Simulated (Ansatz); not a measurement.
# Calculations on C₃H₅

Part 1: Relaxation

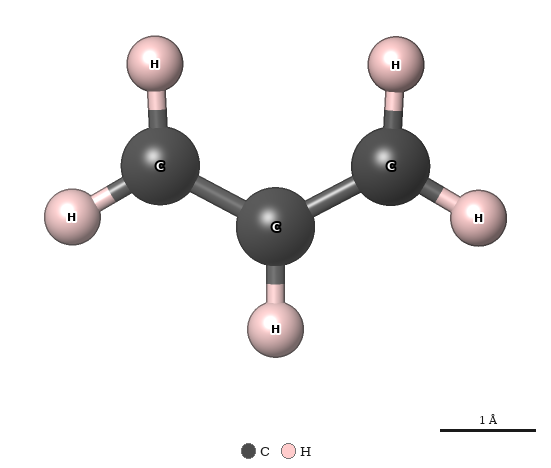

Starting structure of C3H5 (multiplicity 2). A ball-and-stick model, seen face on.

The run prepares an end point of a later path (torsion) calculation, from a guessed geometry.

The calculation used UKS PBE0-D4/cc-pVDZ (Ansatz).

The input:
```yaml
crystal:
  periodic: [false, false, false]
  atoms:
    - { symbol: C, position_ang: [-0.45493, 0.95273, -0.61935] }
    - { symbol: C, position_ang: [0.34521, 0.23446, 0.23326] }
    - { symbol: C, position_ang: [0.21915, -1.11307, 0.45938] }
    - { symbol: H, position_ang: [-1.24522, 0.474, -1.17009] }
    - { symbol: H, position_ang: [-0.31895, 2.00844, -0.76514] }
    - { symbol: H, position_ang: [1.12759, 0.76557, 0.76199] }
    - { symbol: H, position_ang: [-0.54175, -1.68771, -0.03847] }
    - { symbol: H, position_ang: [0.86891, -1.63443, 1.13841] }
magnetization:
  spin_polarized: true
  initial_magnetization: 1
basis:
  gaussian: { orbitals: cc-pVDZ }
hamiltonian:
  xc: pbe0
  dispersion: d4
relax:
  f_tol: 0.015
  max_steps: 40
```

Launched with:
```bash
ansatz run input.yaml --threads 1 --pin off --max-ram 2048MiB --backend cpu --events-out ev --progress --plain --runs-dir out
```

Question: Predict the outcome.

Answer: The largest moves after the best rigid fit, 0.028 Å, are those of H5 and H8. Largest moves by element: H 0.028 Å, C 0.014 Å. Some distances before and after: C1–H4 1.076 → 1.093 Å, C1–H5 1.074 → 1.091 Å, C2–H6 1.083 → 1.096 Å, C1–C2 1.372 → 1.385 Å. Over 2 geometry steps the energy falls by 0.78 kcal/mol. Largest force component: 0.62 eV/Å at the start, 0.014 eV/Å at the end.

Final geometry:

```xyz
8

C    -0.4601    0.9644   -0.6256
C     0.3445    0.2342    0.2332
C     0.2229   -1.1259    0.4645
H    -1.2634    0.4805   -1.1876
H    -0.3153    2.0360   -0.7694
H     1.1362    0.7716    0.7678
H    -0.5503   -1.7126   -0.0388
H     0.8856   -1.6481    1.1559
```

Part 2: Relaxation

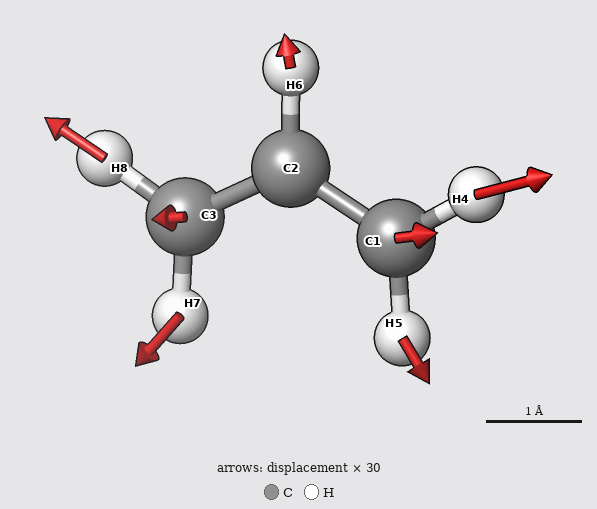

This is a relaxation of C$_{3}$H$_{5}$ (multiplicity 2). The starting structure is drawn; red arrows show the displacements, magnified 30 times. The two geometries are superimposed by the best rigid fit.

A ball-and-stick model, seen at a tilt.

The run prepares an end point of a later path (torsion) calculation, from a guessed geometry.

Level of theory: UKS PBE0-D4/cc-pVDZ (Ansatz). Set-up: collinear spin; force threshold 0.015 eV/Å; at most 40 steps.

Q: Atoms of which element are displaced furthest, and by how much?

A: Hydrogen: up to 0.032 Å, against 0.016 Å for carbon.

Q: What did the optimiser do to the structure, and how much energy did it gain?

A: After 3 geometry steps the energy has fallen by 3.35 kJ/mol. The largest force component goes from 0.69 to 0.0018 eV/Å. H4 moves most after the best rigid fit: 0.032 Å. Largest moves by element: H 0.032 Å, C 0.016 Å. Some distances before and after: C1–H5 1.074 → 1.093 Å, C1–H4 1.076 → 1.091 Å, C2–H6 1.083 → 1.096 Å, C1–C2 1.372 → 1.385 Å. The run took 6.8 s on 1 thread of AMD EPYC 9R45 96-Core Processor (Zen 5), with other jobs on the host, peak memory 0.16 GiB.

Part 3: Path

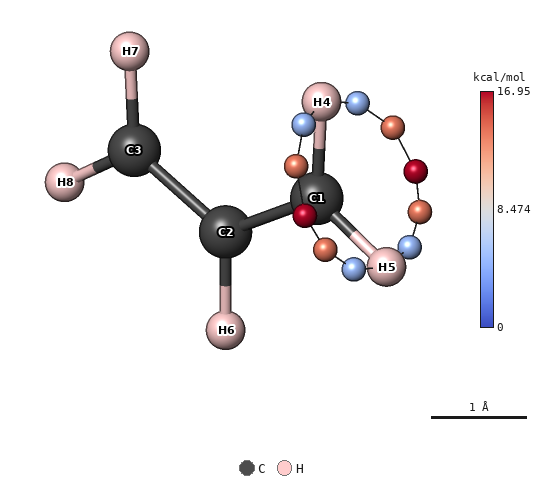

NEB run on C3H5 (multiplicity 2). Images are numbered from 0 (start) to 6 (end). The start is drawn whole; smaller spheres mark the moving atoms (H) in the later images, joined by lines and coloured by the energy of the image relative to the start. The picture is a ball-and-stick view, seen from a free direction.

Method: UKS PBE0-D4/cc-pVDZ (Ansatz 0.2.0). Run with 5 movable images; climbing image; force threshold 0.03 eV/Å; iteration limit 60; starting path through a guess of the saddle point.

### What moves, how far, and at what cost in energy?

The motion is a rotation about the C1–C2 bond by about 180°. No bond forms or breaks between the ends. The barrier is about 16.9 kcal/mol in both directions, with image 3 at the top; the ends have the same energy. The band converged in 8 iterations, with a climbing image at the top. At the top, the vibrational analysis gives one imaginary mode (403i cm⁻¹), as a transition state must have.
